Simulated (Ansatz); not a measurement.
**A computed series for hypothetical rock salt FeP: pressure series**

The reference is FeP in the rock salt structure (space group Fm-3m, No. 225; a = 4.802 Å; ferromagnetic; a hypothetical phase, not in the database extracts checked).

Cell and atoms are relaxed at each pressure.

The values are results of r2SCAN/PAW in Ansatz (an electronic-structure program), spin-orbit coupling left out, not measurements.

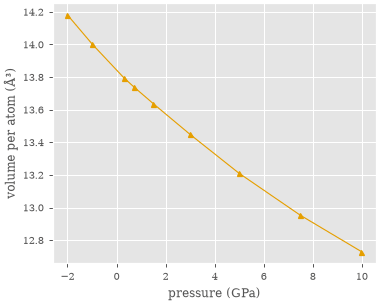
*Volume against pressure*

Question: Estimate the zero-pressure bulk modulus from the plot.

Answer: About 92 GPa; a third-order Birch–Murnaghan fit to the points gives V₀ = 13.85 Å³/atom, B₀ = 92 GPa and B₀′ = 6.1.

The magnetic state is the one reached from the starting moments; the real material's order can differ, and small cells can't hold many antiferromagnetic ones. Load acts through the strain it causes; cell and atoms are relaxed under it. Whether these cells are dynamically stable was not tested. Competing high-pressure phases were not computed.
